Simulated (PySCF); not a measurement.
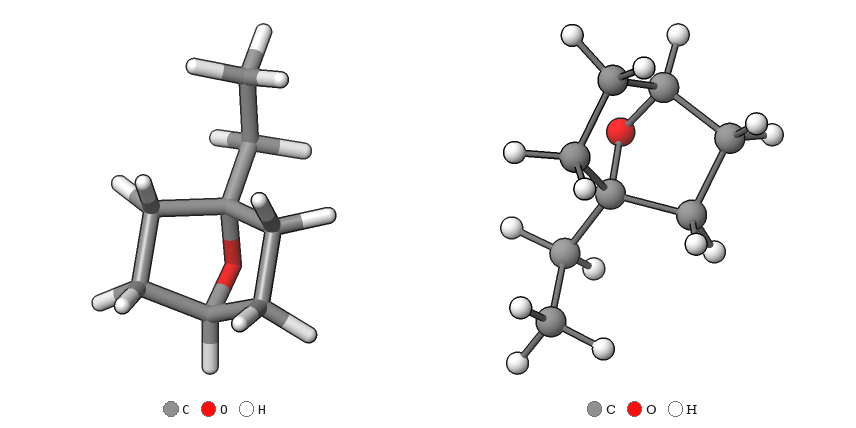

The same structure drawn twice, from different directions.

The geometry was computed by an optimisation with PBE0-D3(BJ)/def2-SVP. No frequency run is at hand to confirm it as a minimum.

Question: Give the formula.

Answer: C₈H₁₄O, 23 atoms: 8 carbon, 14 hydrogen and 1 oxygen.

Question: Give a SMILES string for it.

Answer: CC[C@]12CC[C@H](CC1)O2

The parts below concern this one geometry. Atoms keep their numbers from picture to picture.

## Geometry

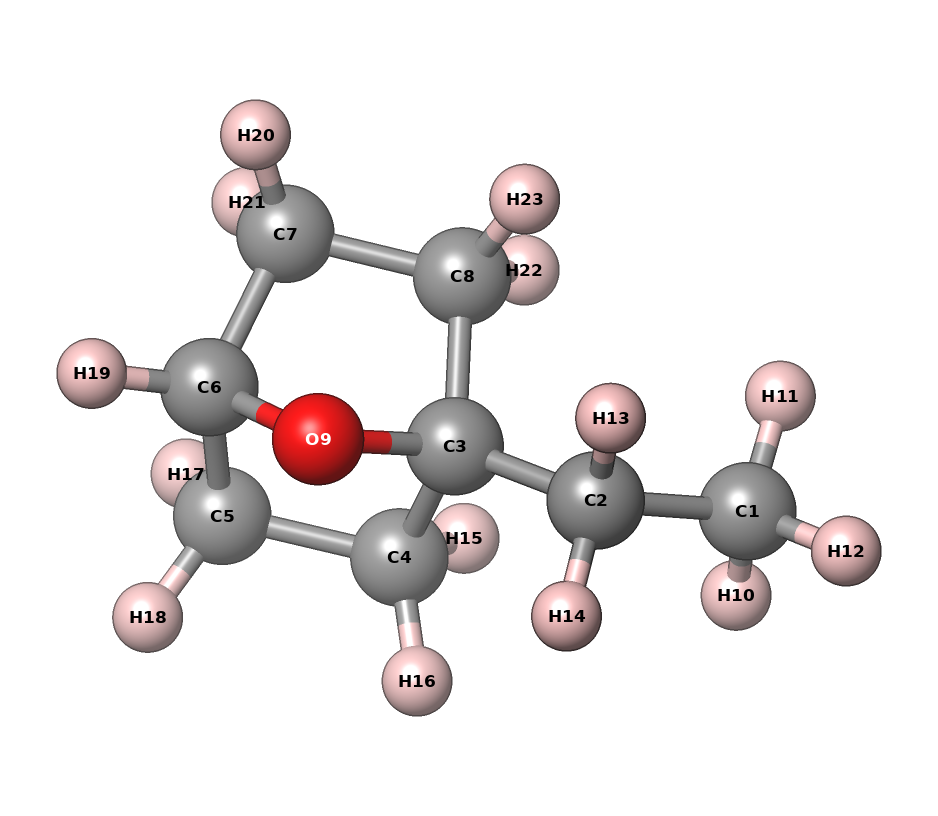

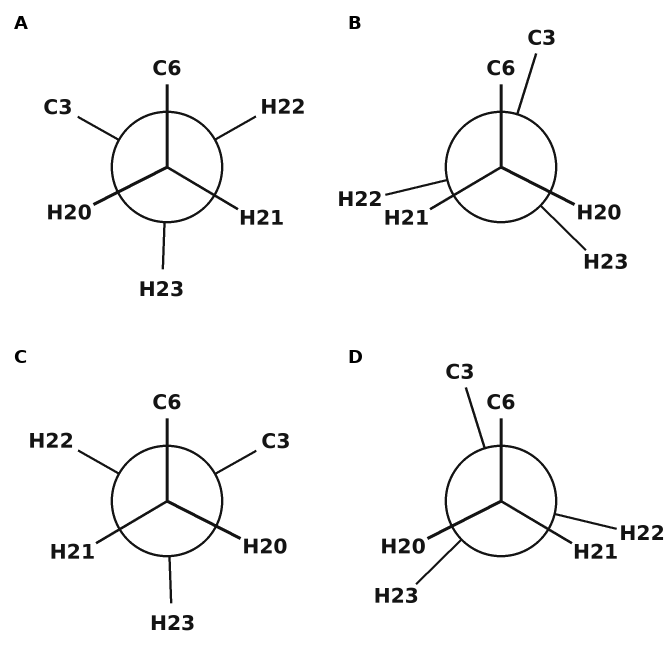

Depth is shown by fading: the farther an atom, the more it takes the colour of the background. Bonds that would overlap in a projection are set slightly apart. No frequency run is at hand to confirm it as a minimum.

Question: Which Newman projection shows the view along C7–C8, with C7 in front?

Answer: D. The torsion angle C6–C7–C8–C3 is −1°, synperiplanar (eclipsed).

## Electronic properties

No frequency run is at hand to confirm it as a minimum. Properties computed with PBE0/pcSseg-1 in dichloromethane (IEF-PCM) (PySCF 2.14.0).

Question: Give the HOMO–LUMO gap at this level.

Answer: 8.94 eV.

Question: What is the dipole moment?

Answer: 1.96 D.

Question: What is the HOMO energy (Kohn–Sham orbital)?

Answer: −7.50 eV.

## Ring current

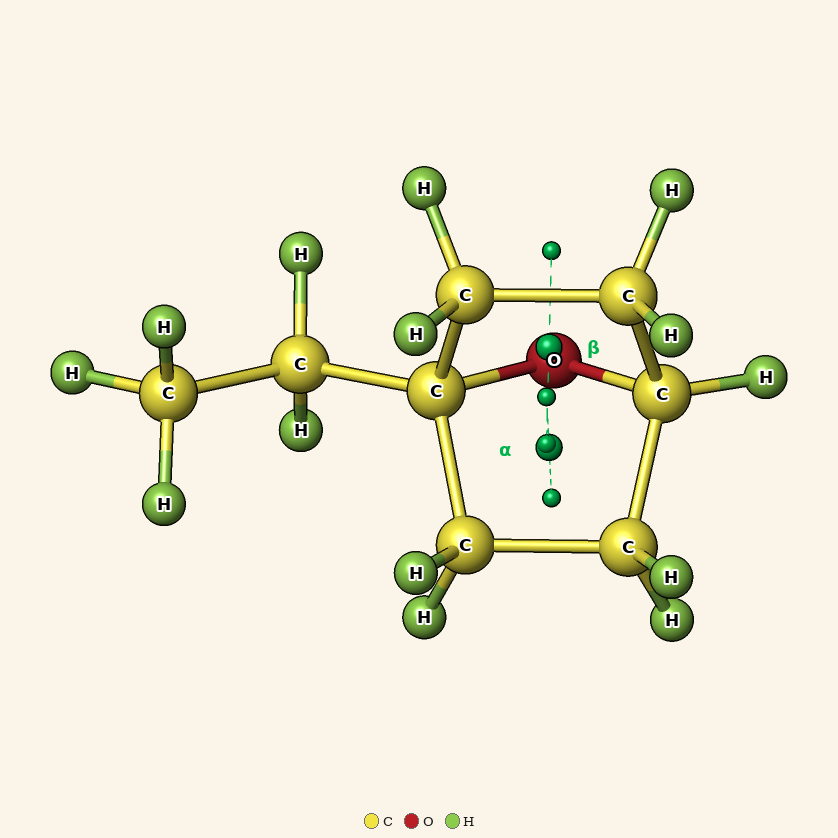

The small points mark where nucleus-independent chemical shifts (NICS) were computed: at the centre of each lettered ring and 1 Å above and below it. No frequency run is at hand to confirm it as a minimum. Properties computed with GIAO PBE0/pcSseg-1 NMR shielding, non-relativistic, IEF-PCM dichloromethane (PySCF 2.14.0).

Give NICS(0), NICS(1) and the out-of-plane component NICS(1)zz for each ring (means of the two sides).

| ring | members | NICS(0) | NICS(1) | NICS(1)zz |
| --- | --- | --- | --- | --- |
| α | C4O | −8.7 | −6.0 | −8.4 |
| β | C4O | −8.7 | −6.0 | −8.4 |

Values in ppm.

## NMR shielding

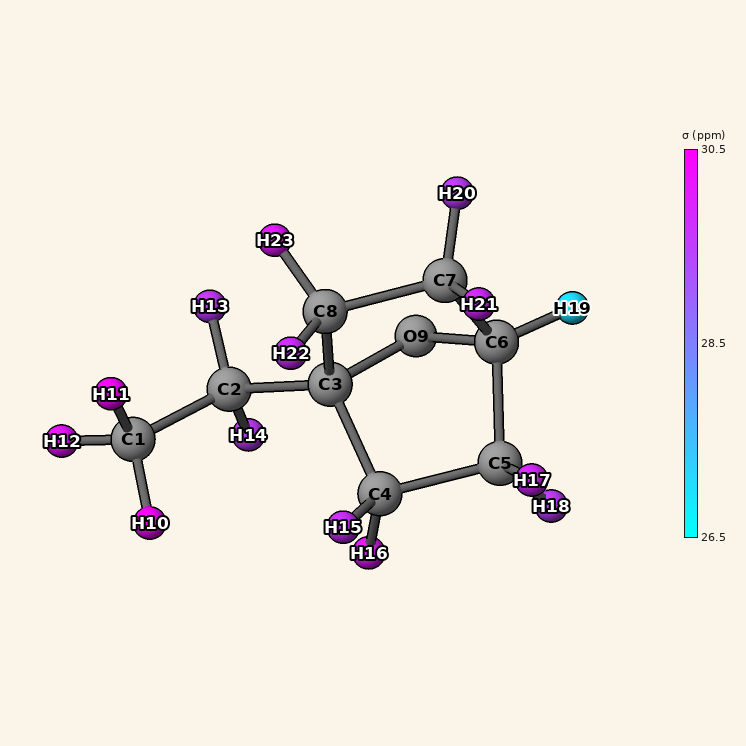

Atoms are coloured by their isotropic NMR shieldings (H only, the others grey). No frequency run is at hand to confirm it as a minimum. Method: GIAO PBE0/pcSseg-1 NMR shielding, non-relativistic, IEF-PCM dichloromethane (PySCF 2.14.0).

Question: Which H atom is the most shielded (lowest chemical shift)?

Answer: H10, H11 (30.37 ppm).

Question: Which H atom is the least shielded (highest chemical shift)?

Answer: H19 (26.98 ppm).

Question: How wide is the range of H shifts?

Answer: 3.39 ppm.

Give the isotropic NMR shieldings of the H atoms atom by atom.

```json
{"atom": "H10", "σ (ppm)": "30.37"}
{"atom": "H11", "σ (ppm)": "30.37"}
{"atom": "H12", "σ (ppm)": "30.13"}
{"atom": "H13", "σ (ppm)": "29.59"}
{"atom": "H14", "σ (ppm)": "29.59"}
{"atom": "H15", "σ (ppm)": "29.74"}
{"atom": "H16", "σ (ppm)": "30.06"}
{"atom": "H17", "σ (ppm)": "29.85"}
{"atom": "H18", "σ (ppm)": "29.54"}
{"atom": "H19", "σ (ppm)": "26.98"}
{"atom": "H20", "σ (ppm)": "29.54"}
{"atom": "H21", "σ (ppm)": "29.85"}
{"atom": "H22", "σ (ppm)": "29.75"}
{"atom": "H23", "σ (ppm)": "30.06"}
```
